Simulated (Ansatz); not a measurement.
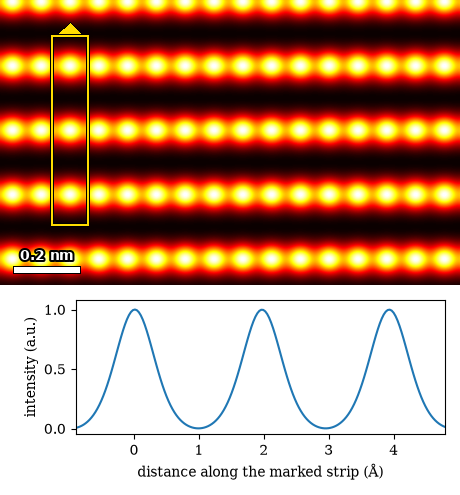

Integrated-DPC-like image of Pt (Fm-3m, No. 225) along [210]. Simulated as the projected potential of neutral atoms (B = 0.5 Å²) blurred by a 0.50 Å probe, the thin-sample limit of integrated differential phase contrast. Structure used: the geometry given to an electronic-structure calculation, possibly off equilibrium.

```cif
data_structure
_symmetry_space_group_name_H-M 'Fm-3m'
_symmetry_Int_Tables_number 225
_cell_length_a 3.9200
_cell_length_b 3.9200
_cell_length_c 3.9200
_cell_angle_alpha 90.000
_cell_angle_beta 90.000
_cell_angle_gamma 90.000
_cell_volume 60.24
loop_
_atom_site_label
_atom_site_type_symbol
_atom_site_symmetry_multiplicity
_atom_site_Wyckoff_symbol
_atom_site_fract_x
_atom_site_fract_y
_atom_site_fract_z
_atom_site_occupancy
Pt1 Pt 4 a 0.00000 0.00000 0.00000 1
```

The curve is the intensity along the marked strip, in the direction of its arrowhead, with zero distance at the first column. Brightness is counted from the darkest point of the image.

Q: Assign the peaks of the line profile.

A:
```
position (Å)  atoms per repeat along the beam  height (% of the highest)
         0.0                             1 Pt                        100
         2.0                             1 Pt                        100
         3.9                             1 Pt                        100
```
